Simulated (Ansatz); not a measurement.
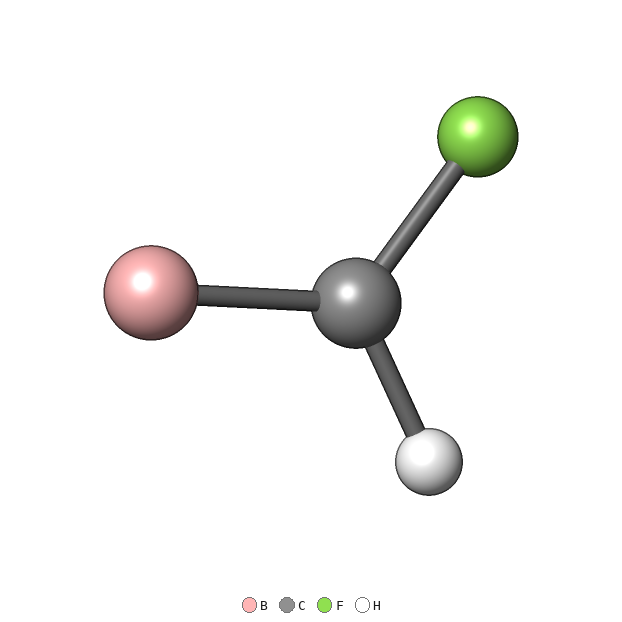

Rendered structure (ball-and-stick style). Every bond is drawn as one stick, whatever its order.

Charge 0, doublet.

**Give the formula.**

CHBF, 4 atoms: 1 carbon, 1 hydrogen, 1 boron and 1 fluorine.

**How many sets of symmetry-equivalent atoms are there?**

4: 1 B, 1 C, 1 F, 1 H.

**What is the point group of this geometry?**

Cs.

**Count the bonded pairs by element.**

1 C–B, 1 C–F, 1 C–H. Sticks follow a distance rule.

More results for the same structure follow; atom numbers are the same in all pictures, views and colours differ. The geometry was computed by an optimisation with PBE0-D4/def2-TZVP. No frequency run is at hand to confirm it as a minimum.

Shape

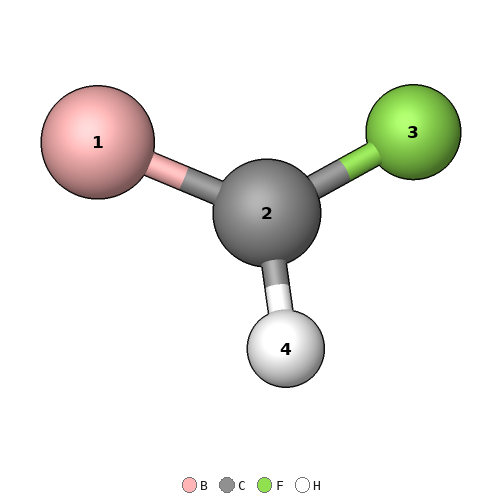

No frequency run is at hand to confirm it as a minimum.

**What is the geometry at C2?**

C2 has 3 neighbours (B1 at 1.40, F3 at 1.34, H4 at 1.09 Å); the arrangement is trigonal planar.

Electronic properties

No frequency run is at hand to confirm it as a minimum. Level of theory: UKS PBE0-D4/def2-TZVPP (Ansatz 0.2.0).

**Estimate the HOMO energy (Kohn–Sham orbital).**

−6.67 eV.

**Estimate the ⟨S²⟩ of the determinant.**

0.774.

Charges

The questions are on Mulliken charges. No frequency run is at hand to confirm it as a minimum. Properties computed with UKS PBE0-D4/def2-TZVP (Ansatz 0.2.0).

**Which atom carries the highest charge (most positive or least negative)?**

H4 (0.13 e).

**And the lowest?**

F3 (−0.18 e).

List the Mulliken charges.

```tsv
atom	value (e)
B1	−0.02
C2	0.08
F3	−0.18
H4	0.13
```

Dipole moment

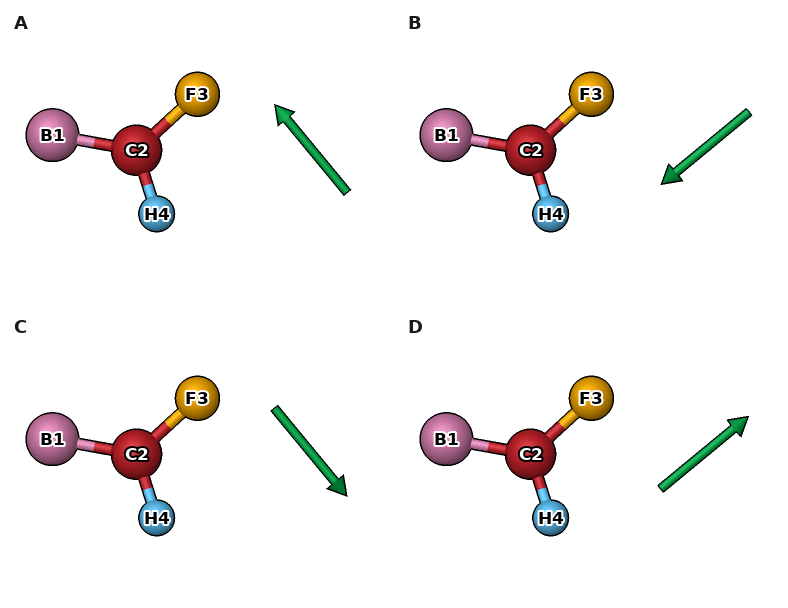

The same molecule four times, each with an arrow. No frequency run is at hand to confirm it as a minimum. Level of theory: UKS PBE0-D4/def2-TZVP (Ansatz 0.2.0).

**Which arrow points along the dipole moment, from the negative to the positive end?**

B. The dipole moment is 1.38 D; it points from the side of F3 to the side of B1 (the outermost atoms at the two ends).

Mulliken values depend strongly on the basis set and can even reverse the polarity of a bond.
